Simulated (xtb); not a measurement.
## Frequency calculation, with input and output: VNHF$_{3}$ (part 2 of 2)

The same run, continued: VNHF$_{3}$ (V(NH)F3); GFN1-xTB (xtb 6.7.1). The geometry was optimised with GFN1-xTB.

### The program's output, continued
```
         #    Occupation            Energy/Eh            Energy/eV
      -------------------------------------------------------------
         1        2.0000           -0.9253902             -25.1811
       ...           ...                  ...                  ...
         4        2.0000           -0.8243003             -22.4304
         5        2.0000           -0.6259563             -17.0331
         6        2.0000           -0.5957320             -16.2107
         7        2.0000           -0.5912101             -16.0876
         8        2.0000           -0.5911824             -16.0869
         9        2.0000           -0.5816469             -15.8274
        10        2.0000           -0.5816276             -15.8269
        11        2.0000           -0.5809160             -15.8075
        12        2.0000           -0.5792777             -15.7629
        13        2.0000           -0.5792599             -15.7625
        14        2.0000           -0.5735277             -15.6065
        15        2.0000           -0.5164270             -14.0527
        16        2.0000           -0.5164254             -14.0527 (HOMO)
        17                         -0.4248411             -11.5605 (LUMO)
        18                         -0.4248143             -11.5598
        19                         -0.4023845             -10.9494
        20                         -0.3744152             -10.1884
        21                         -0.3743563             -10.1868
Molecule has the following symmetry elements: (C3) 3*(sigma)
It seems to be the C3v point group
        22                         -0.2963279              -8.0635
        23                         -0.1434541              -3.9036
        24                          0.0089494               0.2435
        25                          0.0090381               0.2459
        26                          0.3066753               8.3451
        27                          0.3701485              10.0723
      -------------------------------------------------------------
                  HL-Gap            0.0915843 Eh            2.4921 eV
             Fermi-level           -0.4706333 Eh          -12.8066 eV

  Mulliken/CM5 charges         n(s)   n(p)   n(d)
     1V     0.79911  1.68136   0.946  1.094  2.161
     2N    -0.33193 -0.91432   1.428  3.904  0.000
     3H     0.29853  0.48401   0.701  0.000  0.000
     4F    -0.25522 -0.41706   1.728  5.527  0.000
     5F    -0.25525 -0.41698   1.728  5.527  0.000
     6F    -0.25523 -0.41701   1.728  5.527  0.000

Wiberg/Mayer (AO) data.
largest (>0.10) Wiberg bond orders for each atom

 ---------------------------------------------------------------------------
     #   Z sym  total        # sym  WBO       # sym  WBO       # sym  WBO
 ---------------------------------------------------------------------------
     1  23 V    5.924 --     2 N    2.463     4 F    1.132     6 F    1.132
                             5 F    1.132
     2   7 N    3.516 --     1 V    2.463     3 H    0.824
     3   1 H    0.903 --     2 N    0.824
     4   9 F    1.307 --     1 V    1.132
     5   9 F    1.307 --     1 V    1.132
     6   9 F    1.307 --     1 V    1.132
 ---------------------------------------------------------------------------

Topologies differ in total number of bonds
Writing topology from bond orders to xtbtopo.mol

 dipole moment from electron density (au)
     X       Y       Z
   0.0137   0.0113   0.7321  total (Debye):    1.861

           -------------------------------------------------
          |               Frequency Printout                |
           -------------------------------------------------
 projected vibrational frequencies (cm⁻¹)
eigval :       -0.00    -0.00     0.00     0.00     0.00     0.00
eigval :      163.63   163.76   199.64   199.80   214.82   457.78
eigval :      457.86   473.02   603.72   603.79   944.46  3493.84
 reduced masses (amu)
   1: 22.12   2: 22.77   3: 29.34   4: 27.79   5: 20.97   6: 23.63   7: 19.19   8: 19.20
   9: 24.04  10: 24.03  11: 26.84  12: 26.28  13: 26.26  14: 21.28  15:  5.39  16:  5.41
  17: 22.37  18:  1.94
 IR intensities (km·mol⁻¹)
   1:  0.70   2:  0.62   3:  0.16   4:  0.01   5:  0.67   6:  0.06   7:  1.45   8:  1.45
   9: 10.21  10: 10.17  11: 10.95  12:172.96  13:173.25  14: 35.06  15:128.36  16:128.10
  17: 37.98  18: 75.85
 Raman intensities (Ä⁴*amu⁻¹)
   1:  0.00   2:  0.00   3:  0.00   4:  0.00   5:  0.00   6:  0.00   7:  0.00   8:  0.00
   9:  0.00  10:  0.00  11:  0.00  12:  0.00  13:  0.00  14:  0.00  15:  0.00  16:  0.00
  17:  0.00  18:  0.00
 output can be read by thermo (or use thermo option).
 writing <g98.out> molden fake output.
 recommended (thermochemical) frequency scaling factor: 1.0
           -------------------------------------------------
          |             Thermodynamic Functions             |
           -------------------------------------------------

c3v symmetry found (for desy threshold:  0.10E+00) used in thermo

          ...................................................
          :                      SETUP                      :
          :.................................................:
          :  # frequencies                          12      :
          :  # imaginary freq.                       0      :
          :  linear?                             false      :
          :  only rotor calc.                    false      :
          :  symmetry                              c3v      :
          :  rotational number                       3      :
          :  scaling factor                  1.0000000      :
          :  rotor cutoff                   50.0000000 cm⁻¹ :
          :  imag. cutoff                  -20.0000000 cm⁻¹ :
          :.................................................:

    mode    ω/cm⁻¹     T·S(HO)/kcal·mol⁻¹    T·S(FR)/kcal·mol⁻¹   T·S(vib)
   ------------------------------------------------------------------------
       1    163.63    -0.74759 ( 99.14%)    -0.70511 (  0.86%)    -0.74722
       2    163.76    -0.74713 ( 99.14%)    -0.70486 (  0.86%)    -0.74677
       3    199.64    -0.63697 ( 99.61%)    -0.64622 (  0.39%)    -0.63701
       4    199.80    -0.63654 ( 99.61%)    -0.64599 (  0.39%)    -0.63658
       5    214.82    -0.59700 ( 99.71%)    -0.62452 (  0.29%)    -0.59708
   ------------------------------------------------------------------------

   temp. (K)  partition function   enthalpy   heat capacity  entropy
                                   cal/mol     cal/K/mol   cal/K/mol   J/K/mol
 298.15  VIB   21.6                 2523.065     15.736     14.563
         ROT  0.390E+05              888.752      2.981     23.987
         INT  0.840E+06             3411.817     18.717     38.551
         TR   0.132E+28             1481.254      4.968     40.316
         TOT                        4893.0709    23.6848    78.8662   329.9760

       T/K    H(0)-H(T)+PV         H(T)/Eh          T*S/Eh         G(T)/Eh
   ------------------------------------------------------------------------
    298.15    0.779760E-02    0.259685E-01    0.374719E-01   -0.115033E-01
   ------------------------------------------------------------------------

         :::::::::::::::::::::::::::::::::::::::::::::::::::::
         ::                  THERMODYNAMIC                  ::
         :::::::::::::::::::::::::::::::::::::::::::::::::::::
         :: total free energy         -20.530205681889 Eh   ::
         ::.................................................::
         :: total energy              -20.518702334687 Eh   ::
         :: zero point energy           0.018170906146 Eh   ::
         :: G(RRHO) w/o ZPVE           -0.029674253348 Eh   ::
         :: G(RRHO) contrib.           -0.011503347202 Eh   ::
         :::::::::::::::::::::::::::::::::::::::::::::::::::::

           -------------------------------------------------
          | TOTAL ENERGY              -20.518702334687 Eh   |
          | TOTAL ENTHALPY            -20.492733823659 Eh   |
          | TOTAL FREE ENERGY         -20.530205681889 Eh   |
          | GRADIENT NORM               0.000062714914 Eh/α |
          | HOMO-LUMO GAP               2.492136942435 eV   |
           -------------------------------------------------

------------------------------------------------------------------------
------------------------------------------------------------------------
 total:
 *  cpu-time:     0 d,  0 h,  0 min,  0.183 sec
 * ratio c/w:     0.997 speedup
 SCF:
 *  cpu-time:     0 d,  0 h,  0 min,  0.011 sec
 * ratio c/w:     0.990 speedup
 analytical hessian:
 *  cpu-time:     0 d,  0 h,  0 min,  0.164 sec
 * ratio c/w:     0.998 speedup
```

### File vibspectrum
```
$vibrational spectrum
#  mode     symmetry     wave number   IR intensity    selection rules
#                         cm**(-1)      (km*mol⁻¹)        IR
     1                      -0.00         0.00000          -
     2                      -0.00         0.00000          -
     3                       0.00         0.00000          -
     4                       0.00         0.00000          -
     5                       0.00         0.00000          -
     6                       0.00         0.00000          -
     7        a            163.63         1.44517         YES
     8        a            163.76         1.44934         YES
     9        a            199.64        10.21471         YES
    10        a            199.80        10.17142         YES
    11        a            214.82        10.95257         YES
    12        a            457.78       172.96147         YES
    13        a            457.86       173.25308         YES
    14        a            473.02        35.06000         YES
    15        a            603.72       128.35586         YES
    16        a            603.79       128.10090         YES
    17        a            944.46        37.97767         YES
    18        a           3493.84        75.84699         YES
$end
```

### Standard error
```
normal termination of xtb
```

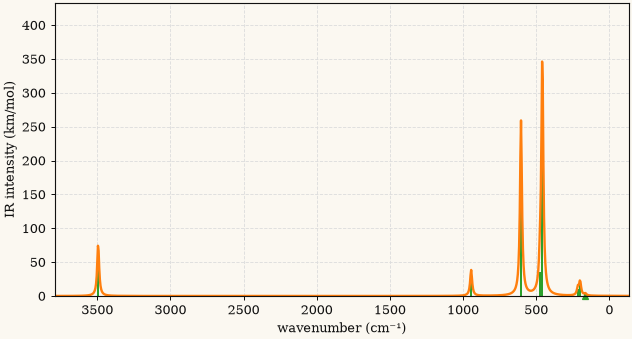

*Harmonic infrared spectrum, unscaled: sticks (degenerate modes added up, dark ones marked on the axis) with a Lorentzian envelope of 16 cm⁻¹ full width, scaled to the tallest stick.*

12 modes from 164 to 3494 cm⁻¹, none imaginary. The strongest line is at 458 cm⁻¹ (346 km/mol). All modes, in cm⁻¹ (km/mol): 164 (1.4), 164 (1.4), 200 (10.2), 200 (10.2), 215 (11.0), 458 (173), 458 (173), 473 (35), 604 (128), 604 (128), 944 (38), 3494 (76).

The run was set up as follows.

### The input (struc.xyz)
```
6

V     -0.00693    -0.00640    -0.39725
N      0.02117     0.02041     1.22639
H      0.03946     0.03610     2.23389
F      1.51457    -0.01167    -1.04813
F     -0.78920     1.30828    -1.02905
F     -0.77906    -1.34670    -0.98586
```

### File input.inp
```
$symmetry
   desy=0.1
$end
```

Run as:
```bash
xtb struc.xyz --gfn1 --hess --input input.inp --parallel 1 | tee xtb.out
```

### Results in brief

- outcome: converged
- electrons treated: 32
- total energy: −20.518702 hartree
- dispersion energy: −0.001361 hartree
- basis functions: 28
- HOMO: −14.05 eV
- LUMO: −11.56 eV
- zero-point energy: 0.018171 hartree
- dipole moment: 1.86 D
- wavenumbers, lowest and highest: 164 and 3494 cm⁻¹
- hardware: 1 thread of Intel Xeon @ 2.70GHz, 189 GiB of memory available, shared host
- peak memory: 0.071 GiB

### Notes

Settings chosen away from the usual ones: method = gfn1-xtb; task = frequencies; x = {"symmetry_threshold": 0.1}; geo = {"prev": "A"}.
